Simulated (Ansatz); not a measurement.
Nudged elastic band of Al2H4Cl2O (part 1 of 2)

Al2H4Cl2O, computed with RKS PBE0/def2-SVP (Ansatz 0.2.0).

The run did not end well. It belongs to a series of runs on one base structure; here: band between the two ends.

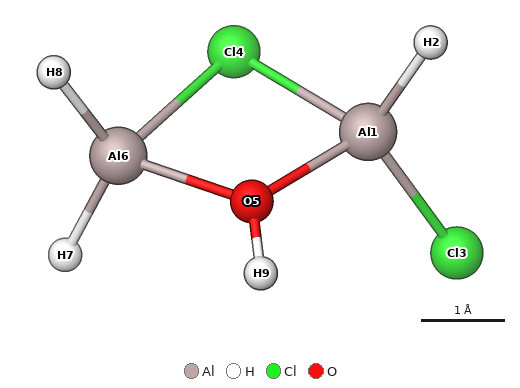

The structure as given in the input (ball-and-stick view, seen at a tilt; atoms are numbered from 1 in the order of the input). Sticks mark near contacts. Bond lengths as drawn: Al–Cl 2.11 to 2.34 Å, Al–H 1.57 to 1.58 Å, Al–O 1.85 to 1.87 Å and H–O 0.96 Å.

### Input
```yaml
crystal:
  periodic: [false, false, false]
  atoms:
    - { symbol: Al, position_ang: [0.027345, -0.139134, 0.263852] }
    - { symbol: H, position_ang: [-0.751558, 0.900122, 1.144476] }
    - { symbol: Cl, position_ang: [1.965377, 0.296906, -0.453406] }
    - { symbol: Cl, position_ang: [-1.313076, -0.962307, -1.41107] }
    - { symbol: O, position_ang: [0.033443, -1.874939, 0.905763] }
    - { symbol: Al, position_ang: [-1.019394, -2.949077, -0.212923] }
    - { symbol: H, position_ang: [-0.095277, -3.946983, -1.020241] }
    - { symbol: H, position_ang: [-2.403786, -3.311207, 0.455721] }
    - { symbol: H, position_ang: [0.785926, -2.223181, 1.398528] }
basis:
  gaussian: { orbitals: def2-SVP }
hamiltonian:
  xc: pbe0
neb:
  order_check: false
  images: 7
  f_tol: 0.05
  max_iterations: 60
  final_atoms:
    - { symbol: Al, position_ang: [-0.05556753, -0.43964069, -0.34867711] }
    - { symbol: H, position_ang: [0.09724381, 0.08027925, 1.78622622] }
    - { symbol: Cl, position_ang: [1.86143961, 0.06754082, -1.02281615] }
    - { symbol: Cl, position_ang: [-1.50768497, 1.07241898, -0.24739052] }
    - { symbol: O, position_ang: [-0.49301102, -2.0574661, -0.20223987] }
    - { symbol: Al, position_ang: [-0.97399657, -3.69219115, -0.21444861] }
    - { symbol: H, position_ang: [-0.78304705, -4.523292, 1.12220283] }
    - { symbol: H, position_ang: [-1.58784959, -4.28894658, -1.54629391] }
    - { symbol: H, position_ang: [0.67147331, -0.42850253, 1.74413713] }
  initial_path:
    images:
      - { positions_ang: [[0.027345, -0.139134, 0.263852], [-0.751558, 0.900122, 1.144476], [1.965377, 0.296906, -0.453406], [-1.313076, -0.962307, -1.41107], [0.033443, -1.874939, 0.905763], [-1.019394, -2.949077, -0.212923], [-0.095277, -3.946983, -1.020241], [-2.403786, -3.311207, 0.455721], [0.785926, -2.223181, 1.398528]] }
      - { positions_ang: [[0.0112867, -0.10267262, 0.19776741], [-0.575049, 0.67728437, 1.33573026], [1.94873079, 0.23547636, -0.6167536], [-1.47542906, -0.73177262, -1.33934055], [0.04849605, -1.89669745, 0.84385578], [-0.93601409, -3.05069022, -0.19181603], [-0.04728817, -4.13383711, -0.83945965], [-2.34077512, -3.29287487, 0.17950229], [0.5950419, -1.91401584, 1.50121409]] }
      - { positions_ang: [[-0.0047716, -0.06621124, 0.13168283], [-0.39853999, 0.45444673, 1.52698452], [1.93208458, 0.17404673, -0.78010119], [-1.63778213, -0.50123824, -1.26761111], [0.0635491, -1.9184559, 0.78194855], [-0.85263418, -3.15230344, -0.17070907], [0.00070066, -4.32069121, -0.6586783], [-2.27776423, -3.27454274, -0.09671641], [0.40415779, -1.60485069, 1.60390018]] }
      - { positions_ang: [[-0.02082989, -0.02974986, 0.06559824], [-0.22203099, 0.2316091, 1.71823878], [1.91543837, 0.11261709, -0.94344879], [-1.80013519, -0.27070386, -1.19588166], [0.07860215, -1.94021435, 0.72004133], [-0.76925427, -3.25391666, -0.1496021], [0.04868949, -4.50754532, -0.47789695], [-2.21475335, -3.25621061, -0.37293512], [0.21327369, -1.29568553, 1.70658627]] }
      - { positions_ang: [[-0.03688819, 0.00671152, -0.00048634], [-0.04552198, 0.00877147, 1.90949303], [1.89879216, 0.05118745, -1.10679638], [-1.96248826, -0.04016948, -1.12415222], [0.09365519, -1.9619728, 0.65813411], [-0.68587436, -3.35552988, -0.12849514], [0.09667832, -4.69439942, -0.2971156], [-2.15174247, -3.23787848, -0.64915383], [0.02238958, -0.98652038, 1.80927236]] }
      - { positions_ang: [[-0.04155803, -0.10487653, -0.08753403], [-0.00983053, 0.02664841, 1.87867633], [1.88945402, 0.05527579, -1.08580133], [-1.84878743, 0.23797763, -0.90496179], [-0.05301136, -1.98584612, 0.44304061], [-0.75790491, -3.4396952, -0.14998351], [-0.12325302, -4.65162257, 0.05771401], [-2.01076925, -3.50064551, -0.87343885], [0.18466051, -0.84701591, 1.79298855]] }
      - { positions_ang: [[-0.04622786, -0.21646459, -0.17458173], [0.02586092, 0.04452536, 1.84785963], [1.88011589, 0.05936414, -1.06480627], [-1.73508661, 0.51612475, -0.68577137], [-0.19967791, -2.00971945, 0.22794712], [-0.82993547, -3.52386051, -0.17147187], [-0.34318437, -4.60884571, 0.41254362], [-1.86979603, -3.76341253, -1.09772387], [0.34693144, -0.70751145, 1.77670474]] }
      - { positions_ang: [[-0.05089769, -0.32805264, -0.26162942], [0.06155237, 0.0624023, 1.81704292], [1.87077775, 0.06345248, -1.04381121], [-1.62138579, 0.79427186, -0.46658094], [-0.34634447, -2.03359277, 0.01285363], [-0.90196602, -3.60802583, -0.19296024], [-0.56311571, -4.56606885, 0.76737322], [-1.72882281, -4.02617956, -1.32200889], [0.50920237, -0.56800699, 1.76042094]] }
      - { positions_ang: [[-0.05556753, -0.43964069, -0.34867711], [0.09724381, 0.08027925, 1.78622622], [1.86143961, 0.06754082, -1.02281615], [-1.50768497, 1.07241898, -0.24739052], [-0.49301102, -2.0574661, -0.20223987], [-0.97399657, -3.69219115, -0.21444861], [-0.78304705, -4.523292, 1.12220283], [-1.58784959, -4.28894658, -1.54629391], [0.67147331, -0.42850253, 1.74413713]] }
```

Launched with:
```bash
ansatz run input.yaml --threads 2 --pin off --max-ram 3072MiB --backend cpu --events-out ev --progress --plain --runs-dir out
```

### Log
```
Engine: ansatz 0.2.0, aarch64-unknown-linux-gnu
Functional definition: PBE0
  parameter a = 0.25
  parameter kappa = 0.804
  parameter beta = 0.06672455060314922
  exchange = (1 - a)*pbe_x(kappa = kappa, mu = beta*pi^2/3) + a*exact_x
  correlation = pbe_c(beta = beta)
1042 factors; integrals over basis functions are off by at most 2.8e-4 eV
mean field evaluation 1: about -40324.0589 eV, gradient 4.4e1 eV
mean field evaluation 2: about -40320.3080 eV, gradient 6.4e1 eV
mean field evaluation 4: about -40327.5945 eV, gradient 1.6e0 eV
mean field evaluation 8: about -40327.6022 eV, gradient 5.1e-2 eV
mean field evaluation 16: about -40327.6022 eV, gradient 3.4e-6 eV
mean field -40327.60224742 eV, -1482.0120475623 hartree, gradient 3.4e-6 eV, S^2 0.000000; 0 other end points of the search recorded, 0 dependent functions left out
the calculation of the forces begins
reference -40327.60228102 eV, -1482.0120487968 hartree; 36, 36 occupied and 70, 70 virtual orbitals, 1042 factors
1040 factors; integrals over basis functions are off by at most 5.2e-4 eV
mean field -40326.81263459 eV, -1481.9830298259 hartree, gradient 7.1e-5 eV, S^2 0.000000; 0 other end points of the search recorded, 0 dependent functions left out
[... from here on the field's lines of each further geometry are left out, up to the last ...]
NEB iter   1: max|band force component| = 6.780e0 eV/Å  barrier→ = 3.3773 eV  barrier← = 2.5877 eV  Δτ_max = 0.2000 Å  (220 SCF iters)
NEB iter   2: max|band force component| = 2.573e0 eV/Å  barrier→ = 2.1524 eV  barrier← = 1.3628 eV  Δτ_max = 0.2000 Å  (188 SCF iters)
NEB iter   3: max|band force component| = 9.743e0 eV/Å  barrier→ = 1.9584 eV  barrier← = 1.1687 eV  Δτ_max = 0.1003 Å  (186 SCF iters)
NEB iter   4: max|band force component| = 6.618e-1 eV/Å  barrier→ = 1.7572 eV  barrier← = 0.9676 eV  Δτ_max = 0.1975 Å  (180 SCF iters)
NEB iter   5: max|band force component| = 6.112e-1 eV/Å  barrier→ = 1.6407 eV  barrier← = 0.8511 eV  Δτ_max = 0.1974 Å  (183 SCF iters)
NEB iter   6: max|band force component| = 6.118e-1 eV/Å  barrier→ = 1.3438 eV  barrier← = 0.5542 eV  Δτ_max = 0.0998 Å  (179 SCF iters)
NEB iter   7: max|band force component| = 9.935e-1 eV/Å  barrier→ = 1.2781 eV  barrier← = 0.4885 eV  CI = image 4  Δτ_max = 0.1992 Å  (174 SCF iters)
NEB iter   8: max|band force component| = 7.499e-1 eV/Å  barrier→ = 1.5017 eV  barrier← = 0.7121 eV  CI = image 4  Δτ_max = 0.2000 Å  (180 SCF iters)
NEB iter   9: max|band force component| = 9.305e-1 eV/Å  barrier→ = 1.7816 eV  barrier← = 0.9920 eV  CI = image 4  Δτ_max = 0.1999 Å  (181 SCF iters)
NEB iter  10: max|band force component| = 1.109e0 eV/Å  barrier→ = 1.8106 eV  barrier← = 1.0209 eV  CI = image 4  Δτ_max = 0.1003 Å  (188 SCF iters)
NEB iter  11: max|band force component| = 3.522e-1 eV/Å  barrier→ = 1.7584 eV  barrier← = 0.9688 eV  CI = image 4  Δτ_max = 0.1970 Å  (178 SCF iters)
NEB iter  12: max|band force component| = 4.524e-1 eV/Å  barrier→ = 1.7571 eV  barrier← = 0.9675 eV  CI = image 4  Δτ_max = 0.1004 Å  (185 SCF iters)
NEB iter  13: max|band force component| = 4.017e-1 eV/Å  barrier→ = 1.7497 eV  barrier← = 0.9601 eV  CI = image 4  Δτ_max = 0.1003 Å  (180 SCF iters)
NEB iter  14: max|band force component| = 4.081e-1 eV/Å  barrier→ = 1.7434 eV  barrier← = 0.9538 eV  CI = image 4  Δτ_max = 0.0501 Å  (179 SCF iters)
NEB iter  15: max|band force component| = 2.717e-1 eV/Å  barrier→ = 1.7398 eV  barrier← = 0.9501 eV  CI = image 4  Δτ_max = 0.0500 Å  (171 SCF iters)
NEB iter  16: max|band force component| = 1.402e-1 eV/Å  barrier→ = 1.7362 eV  barrier← = 0.9466 eV  CI = image 4  Δτ_max = 0.0502 Å  (165 SCF iters)
NEB iter  17: max|band force component| = 8.241e-2 eV/Å  barrier→ = 1.7327 eV  barrier← = 0.9430 eV  CI = image 4  Δτ_max = 0.0501 Å  (177 SCF iters)
NEB iter  18: max|band force component| = 8.615e-2 eV/Å  barrier→ = 1.7286 eV  barrier← = 0.9390 eV  CI = image 4  Δτ_max = 0.0251 Å  (176 SCF iters)
NEB iter  19: max|band force component| = 8.765e-2 eV/Å  barrier→ = 1.7265 eV  barrier← = 0.9369 eV  CI = image 4  Δτ_max = 0.0125 Å  (171 SCF iters)
NEB iter  20: max|band force component| = 4.669e-2 eV/Å  barrier→ = 1.7255 eV  barrier← = 0.9358 eV  CI = image 4  Δτ_max = 0.0125 Å  (169 SCF iters)
NEB iter  21: max|band force component| = 4.731e-2 eV/Å  barrier→ = 1.7244 eV  barrier← = 0.9348 eV  CI = image 4  Δτ_max = 0.0250 Å  (22 SCF iters)
NEB iter  22: max|band force component| = 5.243e-2 eV/Å  barrier→ = 1.7225 eV  barrier← = 0.9329 eV  CI = image 4  Δτ_max = 0.0500 Å  (23 SCF iters)
NEB iter  23: max|band force component| = 8.122e-2 eV/Å  barrier→ = 1.7187 eV  barrier← = 0.9291 eV  CI = image 4  Δτ_max = 0.0251 Å  (169 SCF iters)
NEB iter  24: max|band force component| = 7.258e-2 eV/Å  barrier→ = 1.7166 eV  barrier← = 0.9269 eV  CI = image 4  Δτ_max = 0.0125 Å  (168 SCF iters)
NEB iter  25: max|band force component| = 4.470e-2 eV/Å  barrier→ = 1.7155 eV  barrier← = 0.9259 eV  CI = image 4  Δτ_max = 0.0125 Å  (160 SCF iters)
NEB iter  26: max|band force component| = 4.471e-2 eV/Å  barrier→ = 1.7144 eV  barrier← = 0.9248 eV  CI = image 4  Δτ_max = 0.0250 Å  (21 SCF iters)
NEB iter  27: max|band force component| = 5.559e-2 eV/Å  barrier→ = 1.7122 eV  barrier← = 0.9225 eV  CI = image 4  Δτ_max = 0.0500 Å  (23 SCF iters)
NEB iter  28: max|band force component| = 5.464e-2 eV/Å  barrier→ = 1.7075 eV  barrier← = 0.9179 eV  CI = image 4  Δτ_max = 0.0500 Å  (170 SCF iters)
NEB iter  29: max|band force component| = 5.872e-2 eV/Å  barrier→ = 1.7026 eV  barrier← = 0.9130 eV  CI = image 4  Δτ_max = 0.0500 Å  (167 SCF iters)
NEB iter  30: max|band force component| = 6.244e-2 eV/Å  barrier→ = 1.6976 eV  barrier← = 0.9080 eV  CI = image 4  Δτ_max = 0.1001 Å  (169 SCF iters)
NEB iter  31: max|band force component| = 7.271e-2 eV/Å  barrier→ = 1.6872 eV  barrier← = 0.8976 eV  CI = image 4  Δτ_max = 0.1000 Å  (179 SCF iters)
NEB iter  32: max|band force component| = 1.180e-1 eV/Å  barrier→ = 1.6766 eV  barrier← = 0.8870 eV  CI = image 4  Δτ_max = 0.0505 Å  (178 SCF iters)
NEB iter  33: max|band force component| = 8.592e-2 eV/Å  barrier→ = 1.6713 eV  barrier← = 0.8817 eV  CI = image 4  Δτ_max = 0.0500 Å  (175 SCF iters)
NEB iter  34: max|band force component| = 1.669e-1 eV/Å  barrier→ = 1.6661 eV  barrier← = 0.8765 eV  CI = image 4  Δτ_max = 0.0250 Å  (174 SCF iters)
NEB iter  35: max|band force component| = 1.093e-1 eV/Å  barrier→ = 1.6635 eV  barrier← = 0.8739 eV  CI = image 4  Δτ_max = 0.0250 Å  (171 SCF iters)
NEB iter  36: max|band force component| = 1.051e-1 eV/Å  barrier→ = 1.6609 eV  barrier← = 0.8713 eV  CI = image 4  Δτ_max = 0.0501 Å  (170 SCF iters)
NEB iter  37: max|band force component| = 1.239e-1 eV/Å  barrier→ = 1.6558 eV  barrier← = 0.8662 eV  CI = image 4  Δτ_max = 0.1000 Å  (176 SCF iters)
NEB iter  38: max|band force component| = 1.387e-1 eV/Å  barrier→ = 1.6464 eV  barrier← = 0.8568 eV  CI = image 4  Δτ_max = 0.1998 Å  (179 SCF iters)
NEB iter  39: max|band force component| = 1.685e-1 eV/Å  barrier→ = 1.6309 eV  barrier← = 0.8413 eV  CI = image 4  Δτ_max = 0.1999 Å  (183 SCF iters)
NEB iter  40: max|band force component| = 3.650e-1 eV/Å  barrier→ = 1.6226 eV  barrier← = 0.8330 eV  CI = image 4  Δτ_max = 0.1005 Å  (179 SCF iters)
NEB iter  41: max|band force component| = 1.978e-1 eV/Å  barrier→ = 1.6178 eV  barrier← = 0.8282 eV  CI = image 4  Δτ_max = 0.2000 Å  (182 SCF iters)
NEB iter  42: max|band force component| = 2.256e-1 eV/Å  barrier→ = 1.6174 eV  barrier← = 0.8277 eV  CI = image 4  Δτ_max = 0.1014 Å  (184 SCF iters)
NEB iter  43: max|band force component| = 4.372e-1 eV/Å  barrier→ = 1.6182 eV  barrier← = 0.8286 eV  CI = image 4  Δτ_max = 0.0503 Å  (182 SCF iters)
NEB iter  44: max|band force component| = 1.825e-1 eV/Å  barrier→ = 1.6157 eV  barrier← = 0.8261 eV  CI = image 4  Δτ_max = 0.0501 Å  (184 SCF iters)
NEB iter  45: max|band force component| = 1.292e-1 eV/Å  barrier→ = 1.6157 eV  barrier← = 0.8260 eV  CI = image 4  Δτ_max = 0.0500 Å  (175 SCF iters)
NEB iter  46: max|band force component| = 8.235e-2 eV/Å  barrier→ = 1.6156 eV  barrier← = 0.8260 eV  CI = image 4  Δτ_max = 0.0500 Å  (174 SCF iters)
NEB iter  47: max|band force component| = 9.062e-2 eV/Å  barrier→ = 1.6155 eV  barrier← = 0.8259 eV  CI = image 4  Δτ_max = 0.0502 Å  (173 SCF iters)
NEB iter  48: max|band force component| = 1.060e-1 eV/Å  barrier→ = 1.6155 eV  barrier← = 0.8259 eV  CI = image 4  Δτ_max = 0.0501 Å  (172 SCF iters)
NEB iter  49: max|band force component| = 1.885e-1 eV/Å  barrier→ = 1.6155 eV  barrier← = 0.8259 eV  CI = image 4  Δτ_max = 0.0251 Å  (171 SCF iters)
NEB iter  50: max|band force component| = 1.427e-1 eV/Å  barrier→ = 1.6154 eV  barrier← = 0.8258 eV  CI = image 4  Δτ_max = 0.0500 Å  (169 SCF iters)
NEB iter  51: max|band force component| = 1.835e-1 eV/Å  barrier→ = 1.6155 eV  barrier← = 0.8259 eV  CI = image 4  Δτ_max = 0.0999 Å  (171 SCF iters)
NEB iter  52: max|band force component| = 3.187e-1 eV/Å  barrier→ = 1.6154 eV  barrier← = 0.8258 eV  CI = image 4  Δτ_max = 0.0501 Å  (176 SCF iters)
NEB iter  53: max|band force component| = 3.057e-1 eV/Å  barrier→ = 1.6154 eV  barrier← = 0.8258 eV  CI = image 4  Δτ_max = 0.0998 Å  (165 SCF iters)
NEB iter  54: max|band force component| = 4.565e-1 eV/Å  barrier→ = 1.6154 eV  barrier← = 0.8258 eV  CI = image 4  Δτ_max = 0.1996 Å  (171 SCF iters)
NEB iter  55: max|band force component| = 6.702e-1 eV/Å  barrier→ = 1.6154 eV  barrier← = 0.8258 eV  CI = image 4  Δτ_max = 0.1995 Å  (155 SCF iters)
NEB iter  56: max|band force component| = 5.020e-1 eV/Å  barrier→ = 1.6154 eV  barrier← = 0.8258 eV  CI = image 4  Δτ_max = 0.1998 Å  (163 SCF iters)
NEB iter  57: max|band force component| = 6.174e-1 eV/Å  barrier→ = 1.6154 eV  barrier← = 0.8258 eV  CI = image 4  Δτ_max = 0.0982 Å  (164 SCF iters)
NEB iter  58: max|band force component| = 2.131e-1 eV/Å  barrier→ = 1.6154 eV  barrier← = 0.8258 eV  CI = image 4  Δτ_max = 0.1994 Å  (153 SCF iters)
NEB iter  59: max|band force component| = 1.019e0 eV/Å  barrier→ = 1.6154 eV  barrier← = 0.8258 eV  CI = image 4  Δτ_max = 0.1019 Å  (167 SCF iters)
the calculation of the forces begins
reference -40326.76241280 eV, -1481.9811842089 hartree; 36, 36 occupied and 70, 70 virtual orbitals, 1040 factors
these checks for a lower state are left out or cut short: starts, cluster_reference, orbital_swaps, neighbouring_geometries, increment
1039 factors; integrals over basis functions are off by at most 1.6e-3 eV
mean field evaluation 2560: about -40326.8020 eV, gradient 1.0e-3 eV
mean field -40326.80202409 eV, -1481.9826398971 hartree, gradient 1.5e-5 eV, S^2 0.000000; 0 other end points of the search recorded, 0 dependent functions left out
the calculation of the forces begins
reference -40326.80205798 eV, -1481.9826411424 hartree; 36, 36 occupied and 70, 70 virtual orbitals, 1039 factors
NEB iter  60: max|band force component| = 2.715e-1 eV/Å  barrier→ = 1.6154 eV  barrier← = 0.8258 eV  CI = image 4  Δτ_max = 0.1949 Å  (173 SCF iters)
```
